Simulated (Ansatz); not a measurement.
**HfBr2Cl2: small, medium and large basis sets**

How large a basis does HfBr2Cl2 need? Two functionals are run in growing sets.

Program: Ansatz 0.2.0, Gaussian basis. Level of theory: one geometry, several basis sets. These are calculated values, not measurements.

Plan: PBE0-D4/def2-SVP; ωB97M-V/def2-SVP; PBE0-D4/def2-QZVPP; ωB97M-V/def2-QZVPP; the functionals' def2-TZVPP values are taken from earlier runs.

## (1) Structure used throughout

An earlier PBE0-D4 in a triple-zeta def2 set relaxation fixed the geometry. Hf takes the def2 core potential; no spin-orbit term is included.

SMILES `[Cl][Hf]([Cl])([Br])[Br]`, 5 atoms, charge 0, spin multiplicity 1.

Atoms are counted from 1 here; the program's logs count them from 0.

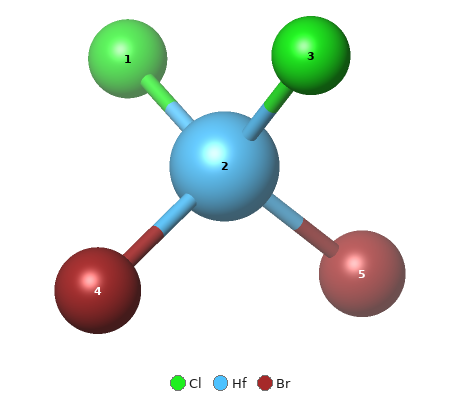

The geometry (chlorine green, hafnium blue, bromine red); atoms are numbered from 1 in the order of the file.

## (2) PBE0-D4 in def2-SVP

File in.yaml:

```yaml
crystal:
  periodic: [false, false, false]
  atoms:
    - {symbol: Cl, position_ang: [-0.594993, -0.329480, 2.223266]}
    - {symbol: Hf, position_ang: [0.025972, -0.032432, 0.013395]}
    - {symbol: Cl, position_ang: [1.978056, -1.208126, -0.392162]}
    - {symbol: Br, position_ang: [-1.765819, -0.874861, -1.466346]}
    - {symbol: Br, position_ang: [0.406684, 2.371200, -0.419553]}
basis:
  gaussian: {orbitals: def2-SVP}
hamiltonian: {xc: pbe0, dispersion: d4}
output: {orbitals: {seedname: orbitals}}
```

Started as:

```console
$ ansatz run in.yaml --threads 4 --pin off --events-out ev --progress --plain --max-ram 11315MiB
```

Output:

```text
Functional definition: PBE0
  name "PBE0"
  cite "Adamo & Barone, J. Chem. Phys. 110, 6158 (1999) doi:10.1063/1.478522"
  cite "Perdew, Burke & Ernzerhof, Phys. Rev. Lett. 77, 3865 (1996) doi:10.1103/PhysRevLett.77.3865"
  parent pbe
  parameter a = 0.25
  parameter kappa = 0.804
  parameter beta = 0.06672455060314922
  exchange = (1 - a)*pbe_x(kappa = kappa, mu = beta*pi^2/3) + a*exact_x
  correlation = pbe_c(beta = beta)
1246 factors; integrals over basis functions are off by at most 6.5e-4 eV
mean field evaluation 1: about -166402.7430 eV, gradient 1.9e1 eV
mean field evaluation 2: about -166399.5526 eV, gradient 4.1e1 eV
mean field evaluation 4: about -166403.7758 eV, gradient 1.3e0 eV
mean field evaluation 8: about -166403.8411 eV, gradient 3.7e-2 eV
mean field evaluation 16: about -166403.8411 eV, gradient 4.2e-5 eV
mean field -166403.84107117 eV, -6115.2283667911 hartree, gradient 2.7e-5 eV, S^2 0.000000; 0 other end points of the search recorded, 0 dependent functions left out
reference -166403.84112254 eV, -6115.2283686788 hartree; 58, 58 occupied and 74, 74 virtual orbitals, 1246 factors
Total energy: -166404.03778243 eV, -6115.2355957964 hartree
```

Run time: 2.6 s. Hardware: 4 threads of Arm Neoverse V1, shared host.

## (3) ωB97M-V in def2-SVP

Edit in.yaml of step 2 so:

```diff
@@ -10,3 +10,3 @@
   gaussian: {orbitals: def2-SVP}
-hamiltonian: {xc: pbe0, dispersion: d4}
+hamiltonian: {xc: {name: wB97M-V}}
 output: {orbitals: {seedname: orbitals}}
```

The command is unchanged.

Output (excerpt; [...] marks lines left out):

```text
Functional definition: wB97M-V
  name "wB97M-V"
  cite "Mardirossian & Head-Gordon, J. Chem. Phys. 144, 214110 (2016) doi:10.1063/1.4952647"
  cite "Becke, J. Chem. Phys. 107, 8554 (1997) doi:10.1063/1.475007"
  cite "Vydrov & Van Voorhis, J. Chem. Phys. 133, 244103 (2010) doi:10.1063/1.3521275"
  # Of w^i u^j: cxij and so on, Table III.
[...]
  gx(w, u) = 1 - cx + cx01*u + cx10*w
  gss(w, u) = css00 + css04*u^4 + css10*w + css20*w^2 + css43*w^4*u^3
  gos(w, u) = cos00 + cos10*w + (cos20 + cos21*u)*w^2 + (cos60 + cos61*u)*w^6
[...]
      + integral(e_c_pw_mod_opposite_spin*gos(b97_w_opposite, b97_u_opposite)) + vv10(b, c)
1246 factors; integrals over basis functions are off by at most 6.5e-4 eV
252 factors; integrals over basis functions are off by at most 2.3e-5 eV
[...]
mean field -166417.72497879 eV, -6115.7385909850 hartree, gradient 2.8e-5 eV, S^2 0.000000; 0 other end points of the search recorded, 0 dependent functions left out
reference -166417.72506109 eV, -6115.7385940096 hartree; 58, 58 occupied and 74, 74 virtual orbitals, 1246 factors
Total energy: -166417.72506109 eV, -6115.7385940096 hartree
```

Run time: 11 s. Hardware: 4 threads of Arm Neoverse V1, shared host; peak memory 0.58 GiB.

## (4) PBE0-D4 in def2-QZVPP

Edit in.yaml of step 3 so:

```diff
@@ -9,4 +9,4 @@
 basis:
-  gaussian: {orbitals: def2-SVP}
-hamiltonian: {xc: {name: wB97M-V}}
+  gaussian: {orbitals: "def2-QZVPP.json"}
+hamiltonian: {xc: pbe0, dispersion: d4}
 output: {orbitals: {seedname: orbitals}}
```

The command is unchanged.

Output:

```text
Functional definition: PBE0
  name "PBE0"
  cite "Adamo & Barone, J. Chem. Phys. 110, 6158 (1999) doi:10.1063/1.478522"
  cite "Perdew, Burke & Ernzerhof, Phys. Rev. Lett. 77, 3865 (1996) doi:10.1103/PhysRevLett.77.3865"
  parent pbe
  parameter a = 0.25
  parameter kappa = 0.804
  parameter beta = 0.06672455060314922
  exchange = (1 - a)*pbe_x(kappa = kappa, mu = beta*pi^2/3) + a*exact_x
  correlation = pbe_c(beta = beta)
2303 factors; their error is unknown
mean field evaluation 1: about -166431.8223 eV, gradient 2.2e1 eV
mean field evaluation 2: about -166430.0533 eV, gradient 3.6e1 eV
mean field evaluation 4: about -166432.9688 eV, gradient 2.0e0 eV
mean field evaluation 8: about -166432.9786 eV, gradient 3.5e-2 eV
mean field evaluation 16: about -166433.3747 eV, gradient 6.0e-5 eV
mean field -166433.37473812 eV, -6116.3137090325 hartree, gradient 6.0e-5 eV, S^2 0.000000; 0 other end points of the search recorded, 0 dependent functions left out
reference -166433.37477079 eV, -6116.3137102333 hartree; 58, 58 occupied and 341, 341 virtual orbitals, 2303 factors
Total energy: -166433.57143068 eV, -6116.3209373509 hartree
```

It took 17 s on 4 threads of Arm Neoverse V1, shared host; peak memory 2.3 GiB.

## (5) ωB97M-V in def2-QZVPP

Edit in.yaml of step 4 so:

```diff
@@ -10,3 +10,3 @@
   gaussian: {orbitals: "def2-QZVPP.json"}
-hamiltonian: {xc: pbe0, dispersion: d4}
+hamiltonian: {xc: {name: wB97M-V}}
 output: {orbitals: {seedname: orbitals}}
```

Launched as before.

Output (excerpt; [...] marks lines left out):

```text
Functional definition: wB97M-V
  name "wB97M-V"
  cite "Mardirossian & Head-Gordon, J. Chem. Phys. 144, 214110 (2016) doi:10.1063/1.4952647"
  cite "Becke, J. Chem. Phys. 107, 8554 (1997) doi:10.1063/1.475007"
  cite "Vydrov & Van Voorhis, J. Chem. Phys. 133, 244103 (2010) doi:10.1063/1.3521275"
  # Of w^i u^j: cxij and so on, Table III.
[...]
  gx(w, u) = 1 - cx + cx01*u + cx10*w
  gss(w, u) = css00 + css04*u^4 + css10*w + css20*w^2 + css43*w^4*u^3
  gos(w, u) = cos00 + cos10*w + (cos20 + cos21*u)*w^2 + (cos60 + cos61*u)*w^6
[...]
      + integral(e_c_pw_mod_opposite_spin*gos(b97_w_opposite, b97_u_opposite)) + vv10(b, c)
2156 factors; their error is unknown
287 factors; integrals over basis functions are off by at most 3.3e-5 eV
[...]
mean field -166446.92830527 eV, -6116.8117934386 hartree, gradient 4.1e-5 eV, S^2 0.000000; 0 other end points of the search recorded, 0 dependent functions left out
reference -166446.92835688 eV, -6116.8117953350 hartree; 58, 58 occupied and 341, 341 virtual orbitals, 2156 factors
Total energy: -166446.92835688 eV, -6116.8117953350 hartree
```

It took 36 s on 4 threads of Arm Neoverse V1, shared host; peak memory 2.6 GiB.

## (6) Density functionals: the series

The def2-TZVPP values come from earlier runs at the same geometry.

```tsv
functional	basis	functions	energy (eV)	from the largest (eV)	HOMO (eV)	LUMO (eV)
PBE0-D4	def2-SVP	132	-166404.0378	29.534	-9.04	-2.32
PBE0-D4	def2-TZVPP	236	-166429.9723	3.599	-9.01	-2.26
PBE0-D4	def2-QZVPP	399	-166433.5714	0.000	-9.02	-2.28
ωB97M-V	def2-SVP	132	-166417.7251	29.203	-11.15	-0.23
ωB97M-V	def2-TZVPP	236	-166443.4726	3.456	-11.15	-0.21
ωB97M-V	def2-QZVPP	399	-166446.9284	0.000	-11.16	-0.24
```

## (7) Results

| quantity | value |
| --- | --- |
| PBE0-D4: double and triple zeta above quadruple | 29.53, 3.60 eV |
| ωB97M-V: double and triple zeta above quadruple | 29.20, 3.46 eV |

PBE0-D4 gains 25.93 eV from double to triple zeta, then 3.60 eV more. These are total energies; as a rule much of such shifts cancels in differences, which this series doesn't test.

For PBE0-D4 the largest set took about 6 times as long as the smallest (17 s against 2.6 s).
